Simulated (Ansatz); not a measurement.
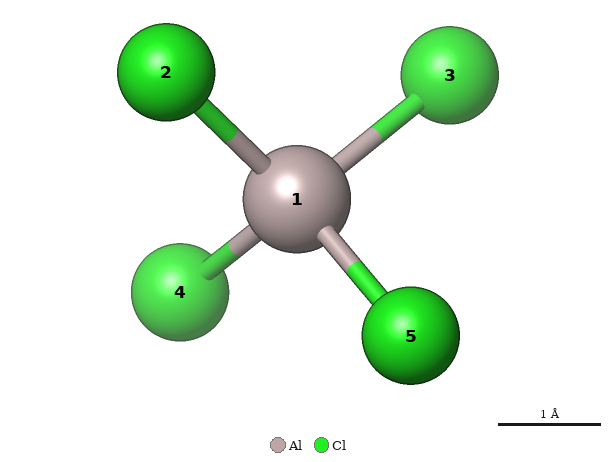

The picture comes from a calculation with Ansatz.

Orthographic view. Distant atoms are faded towards the background colour. State: charge −1, singlet. Geometry: a fixed input geometry, not necessarily a minimum.

Write a Z-matrix (Å, degrees) in the order of the atom numbers, with these reference atoms: 2 to 1; 3 to 1, 2; 4 to 1, 2, 3; 5 to 1, 2, 4.

```
Al 
Cl   1   2.047
Cl   1   2.209   2   108.8
Cl   1   2.088   2   105.2   3  -113.5
Cl   1   2.093   2   117.8   4  -127.9
```
